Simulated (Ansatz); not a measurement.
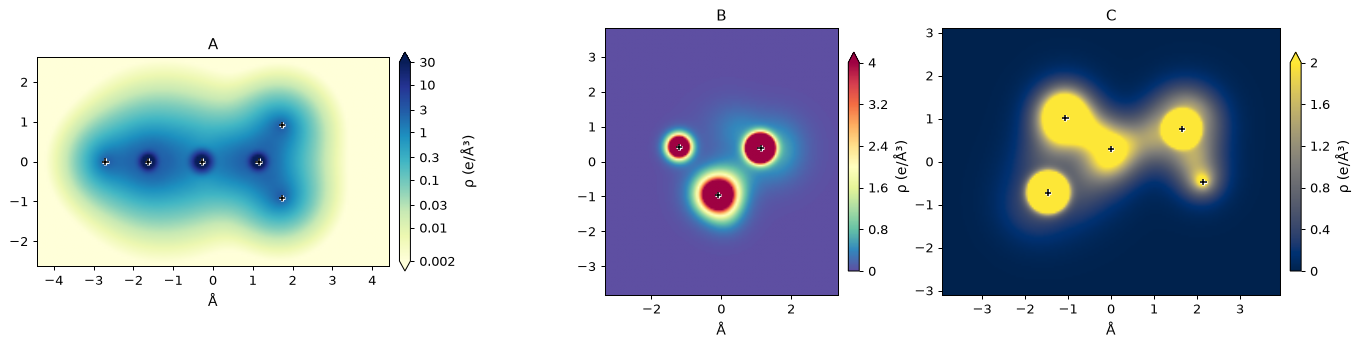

The total electron density of 3 systems, each on a plane through atoms (crosses mark nuclei in the plane).

These are results of RKS PBE0-D4/def2-TZVPP in Ansatz, not measurements.

System 1: H$_{3}$LiOSi, the plane of atoms O2, Li1 and Si3. Geometry: PBE0-D4/def2-TZVP.

```json
{"atom": "Li", "x (Å)": "0.4061", "y (Å)": "-1.6107", "z (Å)": "-0.5537"}
{"atom": "O", "x (Å)": "0.3169", "y (Å)": "-0.8025", "z (Å)": "1.0365"}
{"atom": "Si", "x (Å)": "-0.0252", "y (Å)": "0.6300", "z (Å)": "-0.0308"}
{"atom": "H", "x (Å)": "-0.9094", "y (Å)": "-0.2675", "z (Å)": "-0.9996"}
{"atom": "H", "x (Å)": "1.2015", "y (Å)": "0.2009", "z (Å)": "-0.9023"}
{"atom": "H", "x (Å)": "-0.1989", "y (Å)": "-0.7889", "z (Å)": "1.8408"}
```

System 2: CH$_{3}$NSSi, the plane of atoms C2, S1 and H5. Geometry: PBE0-D4/def2-TZVP.

```xyz
7

S    -1.0972    0.6561   -1.8944
C    -0.2352   -0.1183   -0.6120
N     0.2269   -1.3108   -0.5426
Si    0.5759   -0.4021    0.9484
H    -1.2350    1.8313   -1.2633
H    -0.1919   -0.7159    2.1698
H     1.9565    0.0599    1.1941
```

System 3: C$_{2}$H$_{3}$B, the molecular plane. Geometry: PBE0-D4/def2-TZVP.

```yaml
atoms:
  - { symbol: B, position_ang: [0.0664, -0.3927, -0.2104] }
  - { symbol: C, position_ang: [-0.0235, -1.8160, -0.1113] }
  - { symbol: C, position_ang: [0.1509, 0.9503, -0.3052] }
  - { symbol: H, position_ang: [-0.7729, -2.3956, -0.6431] }
  - { symbol: H, position_ang: [0.2190, 2.0157, -0.3796] }
  - { symbol: H, position_ang: [0.6519, -2.4061, 0.5018] }
```

### Which map belongs to which system?

Panel A is system 3, C$_{2}$H$_{3}$B: the plane holds B, C and H. C–B (1.35 Å): ρ at the midpoint is about 1.9 e/Å³. Panel B is system 1, H$_{3}$LiOSi: the plane holds Li, O and Si. Li–O (1.79 Å): ρ at the midpoint is about 0.53 e/Å³. Panel C is system 2, CH$_{3}$NSSi: the plane holds S, C, N, Si and H. C–N (1.28 Å): ρ at the midpoint is about 2.8 e/Å³.
